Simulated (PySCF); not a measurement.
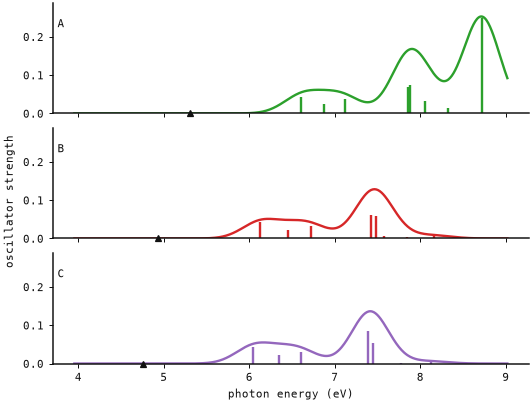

Vertical TDDFT spectra of AlH₂Cl, SMILES [AlH2][Cl], singlet at one geometry and several levels (PySCF 2.14.0, at a PBE0-D3(BJ)/def2-SVP geometry (no frequency check)); sticks with Gaussians of 1/e half-width 0.30 eV, the triangle marks S1, which has the same leading orbital pair at all these levels. Only the lowest states were computed, so the high end is incomplete.

> The levels are B3LYP/def2-SVPD, LDA/def2-SVPD and PBE/def2-SVPD. Which panel is which?

A: B3LYP/def2-SVPD (S1 at 5.31 eV); B: PBE/def2-SVPD (S1 at 4.93 eV); C: LDA/def2-SVPD (S1 at 4.75 eV).

Caveats, for all or some of the runs: core orbitals are frozen in the response; states above the negative HOMO energy depend on the basis.
